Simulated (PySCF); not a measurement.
# C3H3F5O: the cost of one run

Programs: PySCF 2.14.0, with routines of our own; each step states its level. All values are computed. Atoms count from 0.

## 1. The system as given

12 atoms, charge 0, multiplicity 1; geometry from: GFN2-xTB.

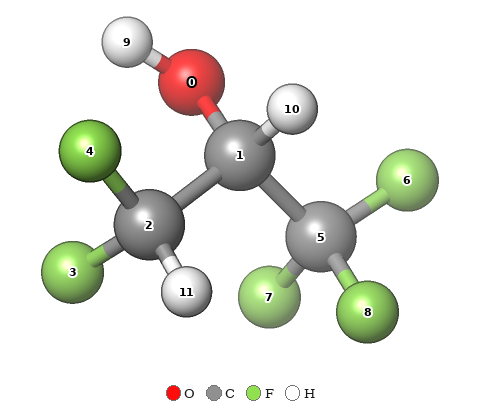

The starting geometry (oxygen red, carbon grey, fluorine green, hydrogen white).

## 2. Magnetic properties: GIAO PBE0/pcSseg-1

Job settings and geometry (Å):

```
{"job": {"kind": "mag", "xc": "PBE0", "basis": "pcSseg-1", "isotopologues": 0}, "charge": 0, "multiplicity": 1}
O      0.060422     1.565859    -0.510081
C      0.045254     0.420367     0.275340
C     -1.177669    -0.475998    -0.002716
F     -1.350841    -0.669099    -1.320622
F     -2.284188     0.173540     0.436546
C      1.342770    -0.351747    -0.009300
F      2.414943     0.343076     0.360399
F      1.489821    -0.681210    -1.285367
F      1.359566    -1.497180     0.698732
H     -0.817343     1.970814    -0.525537
H      0.043702     0.653145     1.355938
H     -1.125239    -1.452253     0.500639
```

Level: GIAO PBE0/pcSseg-1 magnetisability, rotational g tensor and spin-rotation constants, non-relativistic, gas phase.

On the command line:

```sh
OMP_NUM_THREADS=1 python excited_run.py task.json out
```

One launch serves the whole session: the jobs run in the order shown.

**Question.** How long does this first job take on 1 thread of Arm Neoverse N1, shared host, and how much memory does it need?

About 40 s, with a peak of 0.74 GiB.
